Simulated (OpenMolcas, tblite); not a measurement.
# CH4OZn (SMILES [CH3][Zn][OH]): the HOMO–LUMO gap, rung by rung

The species is CH4OZn (7 atoms), meant as a singlet with charge 0. As SMILES, `[CH3][Zn][OH]`. The shape is that of a PBE0-D4/def2-TZVP optimisation.

```
atom    x (Å)    y (Å)    z (Å)
   C  -0.9840   0.6563  -0.3301
  Zn   0.5735  -0.4008   0.0473
   O   2.0287  -1.3998   0.2764
   H  -1.7558   0.0477  -0.8057
   H  -0.7348   1.4819  -0.9999
   H  -1.3970   1.0750   0.5900
   H   2.3304  -1.5285   1.1763
```

Quantity: the HOMO–LUMO gap, in eV. The values are calculated.

```csv
level,kind,program,value (eV),CPU time
GFN2-xTB,semi-empirical,tblite,5.08,under 2 s
HF/cc-pVDZ,Hartree–Fock,OpenMolcas,12.71,19 s
SVWN5/cc-pVDZ,LDA,OpenMolcas,5.11,37 s
revPBE/cc-pVDZ,GGA,OpenMolcas,5.03,51 s
TPSS/cc-pVDZ,meta-GGA,OpenMolcas,5.28,69 s
BHLYP/cc-pVDZ,global hybrid,OpenMolcas,9.40,45 s
M06-2X/cc-pVDZ,hybrid meta-GGA,OpenMolcas,9.26,58 s
B2PLYP/cc-pVDZ,double hybrid,OpenMolcas,9.55,36 s
```

The values span 5.03 to 12.71 eV. Orbital gaps aren't excitation energies, and those of double hybrids come from the SCF part alone; they tend to grow with the share of exact exchange. In so small a basis fixed costs decide the times, and correlated methods can beat functionals. Times are those of the runs behind each value, whatever else they computed, on shared processors of several kinds: orders of magnitude only.

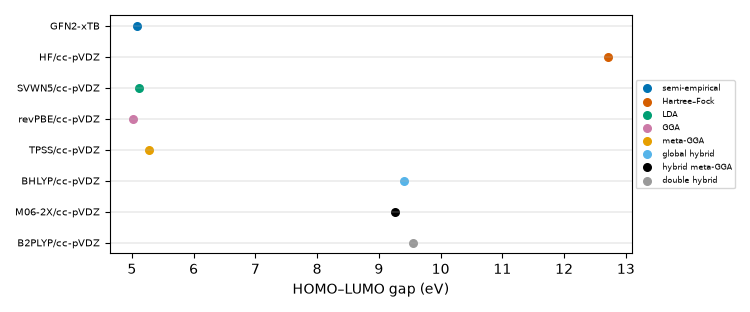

The values of the table, level by level.
